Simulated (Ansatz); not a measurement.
H15NO6: several calculations on one system

### Relaxation

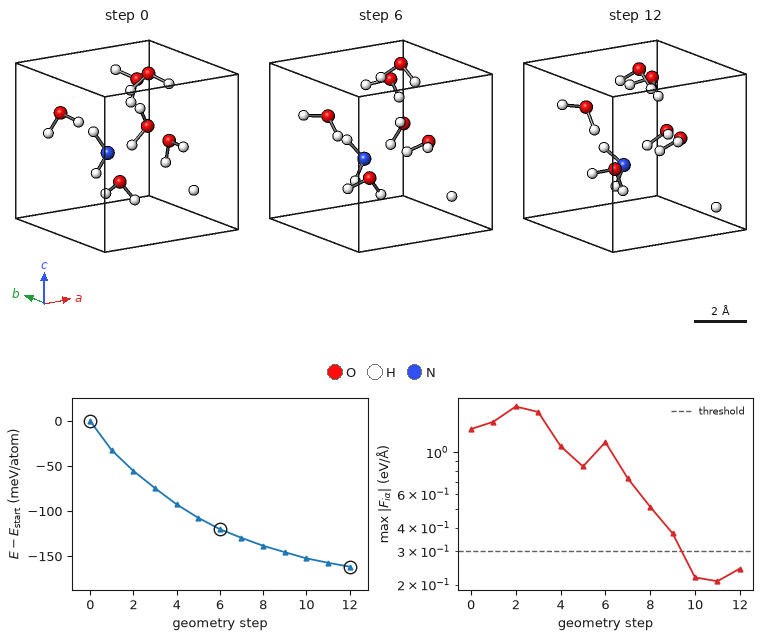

Frames of a relaxation of an amorphous cell of composition H$_{15}$NO$_{6}$, marked on the history of the run. The picture is a ball-and-stick view of the cell of the calculation, seen from a free direction.

The cell holds 6 H2O + 1 NH3. The run prepares the start of a later molecular dynamics calculation, from a guessed geometry.

The calculation used DFT PBE-D3(BJ), scalar-relativistic, plane waves, PAW in Ansatz 0.2.0.

Input
```yaml
accuracy: low
crystal:
  lattice:
    - [6.222223, 0.0, 0.0]
    - [0.0, 6.222223, 0.0]
    - [0.0, 0.0, 6.222223]
  atoms:
    - { symbol: O, position: [0.17511, 0.7587873, 0.7059] }
    - { symbol: H, position: [0.1218824, 0.8145985, 0.5706866] }
    - { symbol: H, position: [0.2114964, 0.6108651, 0.6738722] }
    - { symbol: O, position: [0.4465784, 0.1882787, 0.7061895] }
    - { symbol: H, position: [0.3352311, 0.1972058, 0.5977792] }
    - { symbol: H, position: [0.3688985, 0.1574012, 0.8375026] }
    - { symbol: O, position: [0.8484346, 0.5486277, 0.4745117] }
    - { symbol: H, position: [0.8519691, 0.5925728, 0.3252232] }
    - { symbol: H, position: [0.8508007, 0.3931174, 0.4680566] }
    - { symbol: O, position: [0.3595446, 0.3694255, 0.3196432] }
    - { symbol: H, position: [0.4505357, 0.3381206, 0.1972857] }
    - { symbol: H, position: [0.219417, 0.3169105, 0.2767812] }
    - { symbol: O, position: [0.6351929, 0.4611972, 0.9574945] }
    - { symbol: H, position: [0.6977821, 0.326047, 0.9122424] }
    - { symbol: H, position: [0.5131353, 0.4797863, 0.8626942] }
    - { symbol: O, position: [0.7937295, 0.8266676, 0.8185137] }
    - { symbol: H, position: [0.7209814, 0.9575388, 0.8610713] }
    - { symbol: H, position: [0.7176136, 0.7811675, 0.6905807] }
    - { symbol: "N", position: [0.6366755, 0.9206074, 0.345966] }
    - { symbol: H, position: [0.5196734, 0.8751939, 0.2413143] }
    - { symbol: H, position: [0.5604966, 0.9657811, 0.4832976] }
    - { symbol: H, position: [0.7037679, 1.0560848, 0.2839308] }
basis:
  ecutwfc: 420.0
kpoints:
  mp_grid: { grid: [1, 1, 1] }
hamiltonian:
  xc: pbe
  dispersion: d3bj
scf:
  occupations: { method: fermi_dirac, width: 0.02 }
  lower_state_search: "off"
relax:
  f_tol: 0.3
  max_steps: 15
  adjacent_minimum: "off"
```

Run as
```bash
ansatz run input.yaml --threads 1 --pin off --max-ram 3072MiB --backend cpu --events-out ev --progress --plain --runs-dir out
```

What happens along the run?

The atom that moves furthest is H6 (1.33 Å along [1 −3 −3]). By element the largest moves are H 1.33 Å, O 0.95 Å, N 0.59 Å. The lattice vectors keep their values. Near-neighbour distances that change, for instance: O7–H8 0.969 → 1.028 Å, O10–H11 0.969 → 1.003 Å, O10–H12 0.969 → 0.986 Å, O16–H17 0.969 → 0.977 Å. Bond angles that change, for instance: H11–O10–H12 104.0° → 108.4°, H2–O1–H3 104.0° → 106.4°, H20–N19–H21 106.3° → 108.5°. Over 12 geometry steps the energy falls by 161 meV per atom. Largest force component: 1.3 eV/Å at the start, 0.24 eV/Å at the end. The run took 17 s on 1 thread of Arm Neoverse V2 (shared host), peak memory 0.33 GiB. From step 0 to 6: H atoms move most (0.75 Å), energy −120 meV per atom. From step 6 to 12: H14 moves most (0.90 Å), energy −41.5 meV per atom.

```tsv
step	E − E(0), meV/atom	largest force component, eV/Å
0	0.00	1.3261
1	-32.48	1.4508
2	-55.29	1.7458
3	-74.39	1.6331
4	-92.40	1.0777
5	-107.28	0.8417
6	-119.85	1.1315
7	-129.49	0.7282
8	-138.19	0.5156
9	-145.34	0.3732
10	-152.16	0.2186
11	-157.06	0.2086
12	-161.40	0.2433
```

Limits of the set-up: the program's low-accuracy preset was used; the periodic images lie only 6.2 Å apart, so the values are limited by the cell's size.

### Dynamics

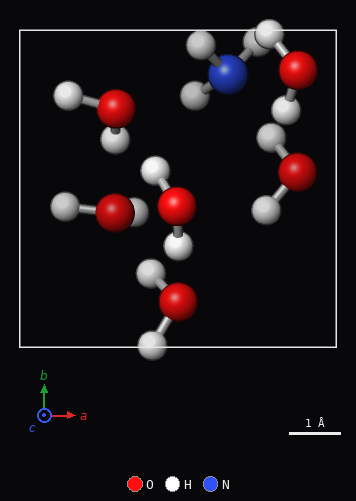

Starting frame of a dynamics run of a periodic cell with 6 H2O + 1 NH3 at 0.862 g/cm³. A ball-and-stick model of the simulation cell, seen along the c axis.

These are results of Ansatz 0.2.0, DFT PBE-D3(BJ), scalar-relativistic, plane waves, PAW, not measurements.

Input file:
```yaml
accuracy: low
crystal:
  lattice:
    - [6.222223, 0.0, 0.0]
    - [0.0, 6.222223, 0.0]
    - [0.0, 0.0, 6.222223]
  atoms:
    - { symbol: O, position: [0.30085508, 0.74873189, 0.72665098] }
    - { symbol: H, position: [0.15001494, 0.78971495, 0.75473681] }
    - { symbol: H, position: [0.29824123, 0.65181767, 0.60094261] }
    - { symbol: O, position: [0.49672036, 0.13847482, 0.67925015] }
    - { symbol: H, position: [0.41075442, 0.22844095, 0.5784107] }
    - { symbol: H, position: [0.41538723, 0.00135748, 0.69798419] }
    - { symbol: O, position: [0.8733686, 0.5479846, 0.48649655] }
    - { symbol: H, position: [0.79079845, 0.65723148, 0.39413213] }
    - { symbol: H, position: [0.77484472, 0.42827491, 0.50393279] }
    - { symbol: O, position: [0.29712918, 0.41988064, 0.40046092] }
    - { symbol: H, position: [0.35801965, 0.42172575, 0.25129968] }
    - { symbol: H, position: [0.14015547, 0.43929703, 0.39070517] }
    - { symbol: O, position: [0.4929319, 0.44098996, 1.01070214] }
    - { symbol: H, position: [0.49752233, 0.31538653, 0.91130912] }
    - { symbol: H, position: [0.42486825, 0.55287733, 0.92139951] }
    - { symbol: O, position: [0.87536855, 0.87023687, 0.80790596] }
    - { symbol: H, position: [0.78478996, 0.98432249, 0.74920317] }
    - { symbol: H, position: [0.8373127, 0.74375005, 0.7198073] }
    - { symbol: "N", position: [0.65427083, 0.85711778, 0.27851429] }
    - { symbol: H, position: [0.54963274, 0.78950214, 0.17208732] }
    - { symbol: H, position: [0.56860956, 0.94923846, 0.38463276] }
    - { symbol: H, position: [0.74735056, 0.95962891, 0.18997294] }
basis:
  ecutwfc: 420.0
kpoints:
  mp_grid: { grid: [1, 1, 1] }
hamiltonian:
  xc: pbe
  dispersion: d3bj
scf:
  occupations: { method: fermi_dirac, width: 0.02 }
  lower_state_search: "off"
md:
  timestep: 0.75
  n_steps: 300
  ensemble: nvt_langevin
  temperature: 1500.0
  initial_velocities: maxwell_boltzmann
  seed: 496000
  friction: 0.02
  masses: [{ species: H, mass: 2.014 }]
```

Command:
```bash
ansatz run input.yaml --threads 1 --pin off --max-ram 3072MiB --backend cpu --events-out ev --progress --plain --runs-dir out
```

Predict how the run goes.

Over the second half the temperature averages 1687 K (spread ±190 K). The potential energy in the second half lies on average 210 meV per atom above the first frame. In the second half of the run the atoms are, in the root-mean-square, this far from where they began (common drift taken out): H 1.83 Å, O 1.52 Å, N 1.50 Å. The molecules turn and drift from their places.

Along the run (each row but the first and the last is the mean over the interval that it begins):

| time (fs) | potential energy (meV/atom) | T (K) |
| --- | --- | --- |
| 0.0 | 0.0 | 1432 |
| 22.5 | 133.7 | 1095 |
| 45.0 | 132.8 | 1143 |
| 67.5 | 141.6 | 1571 |
| 90.0 | 163.5 | 1542 |
| 112.5 | 189.9 | 1771 |
| 135.0 | 184.0 | 1680 |
| 157.5 | 232.9 | 1578 |
| 180.0 | 238.2 | 1645 |
| 202.5 | 207.1 | 1754 |
| 225.0 | 192.9 | 1821 |

The paths of the atoms:

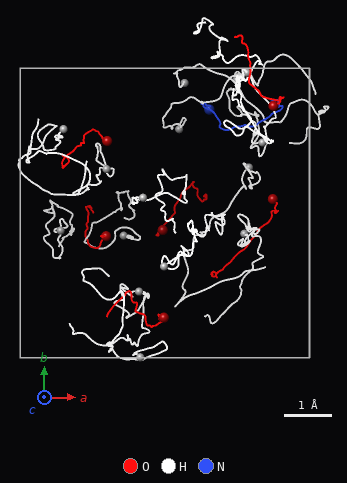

Limits of the set-up: the program's low-accuracy preset was used; masses were changed (H 2.014 u), which shifts the vibrations; the periodic images lie only 6.2 Å apart, so the values are limited by the cell's size.

### Dynamics

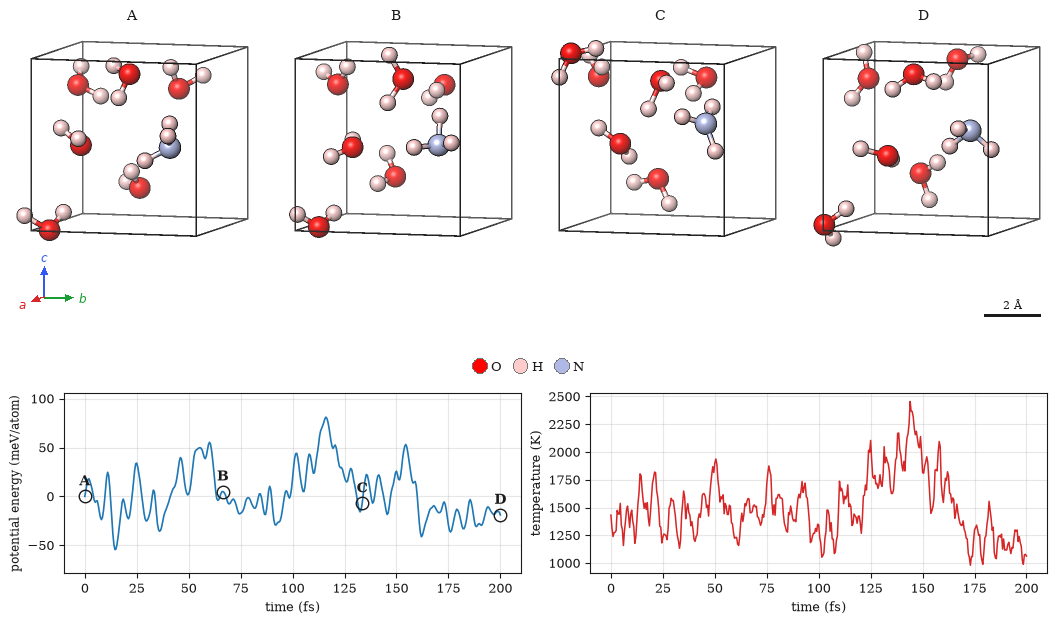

Molecular dynamics of a periodic cell with 6 H2O + 1 NH3 at 0.862 g/cm³, 200 fs long. It starts from the last geometry of an earlier run, with fresh velocities. Frames (A at 0 fs, B at 66 fs, C at 134 fs, D at 200 fs) and the history of the run. The picture is a ball-and-stick view of the simulation cell, seen slightly off an axis. Atoms that leave the cell re-enter on the other side.

Computed with DFT PBE-D3(BJ), scalar-relativistic, plane waves, PAW (Ansatz). Run with plane-wave cutoff 420 eV; k-point mesh 1 × 1 × 1; Fermi-Dirac smearing 0.02 eV; low-accuracy preset; Langevin thermostat (NVT); set temperature 1500 K; time step 0.5 fs; H given the mass 2.014 u; friction 0.05 per fs.

Input
```yaml
accuracy: low
crystal:
  lattice:
    - [6.222223, 0.0, 0.0]
    - [0.0, 6.222223, 0.0]
    - [0.0, 0.0, 6.222223]
  atoms:
    - { symbol: O, position: [0.15170664, 0.62798591, 0.75683268] }
    - { symbol: H, position: [0.23518171, 0.60439601, 0.88833601] }
    - { symbol: H, position: [0.06742268, 0.74865342, 0.83017636] }
    - { symbol: O, position: [0.30428206, 0.06422879, 0.77647977] }
    - { symbol: H, position: [0.17509437, 0.04217978, 0.87144371] }
    - { symbol: H, position: [0.31226916, 0.20453075, 0.71712209] }
    - { symbol: O, position: [0.68574361, 0.20077198, 0.46895182] }
    - { symbol: H, position: [0.85105148, 0.23666522, 0.52439113] }
    - { symbol: H, position: [0.64233133, 0.06716422, 0.56020283] }
    - { symbol: O, position: [0.25764613, 0.42362042, 0.18412977] }
    - { symbol: H, position: [0.36490657, 0.40689876, 0.29009917] }
    - { symbol: H, position: [0.13779983, 0.30691979, 0.20568835] }
    - { symbol: O, position: [0.63983477, 0.48054581, 0.88600483] }
    - { symbol: H, position: [0.66773784, 0.42401106, 0.7495822] }
    - { symbol: H, position: [0.54185332, 0.35481939, 0.92175669] }
    - { symbol: O, position: [0.74721943, 1.02941865, 0.97556676] }
    - { symbol: H, position: [0.78921751, 0.8915065, 1.06004523] }
    - { symbol: H, position: [0.64662746, 1.08263238, 1.07111008] }
    - { symbol: "N", position: [0.88581635, 0.80236926, 0.49363329] }
    - { symbol: H, position: [1.02549057, 0.83381053, 0.57562835] }
    - { symbol: H, position: [0.93367833, 0.66587254, 0.41806627] }
    - { symbol: H, position: [0.76418461, 0.76247444, 0.61801284] }
basis:
  ecutwfc: 420.0
kpoints:
  mp_grid: { grid: [1, 1, 1] }
hamiltonian:
  xc: pbe
  dispersion: d3bj
scf:
  occupations: { method: fermi_dirac, width: 0.02 }
  lower_state_search: "off"
md:
  timestep: 0.5
  n_steps: 400
  ensemble: nvt_langevin
  temperature: 1500.0
  initial_velocities: maxwell_boltzmann
  seed: 590556
  friction: 0.05
  masses: [{ species: H, mass: 2.014 }]
```

Command:
```bash
ansatz run input.yaml --threads 1 --pin off --max-ram 3072MiB --backend cpu --events-out ev --progress --plain --runs-dir out
```

> What happens in this trajectory?

The mean temperature in the second half is 1537 K (standard deviation 349 K). The potential energy is still drifting at the end, so the run hasn't reached equilibrium. The potential energy in the second half lies on average 7.0 meV per atom above the first frame. In the second half of the run the atoms are, in the root-mean-square, this far from where they began (common drift taken out): H 1.26 Å, N 1.13 Å, O 0.64 Å. The heavy atoms stay within a fraction of a molecule's size of their starting places; so short a run doesn't tell a liquid from a solid.

Limits of the set-up: the program's low-accuracy preset was used; masses were changed (H 2.014 u), which shifts the vibrations; the periodic images lie only 6.2 Å apart, so the values are limited by the cell's size.
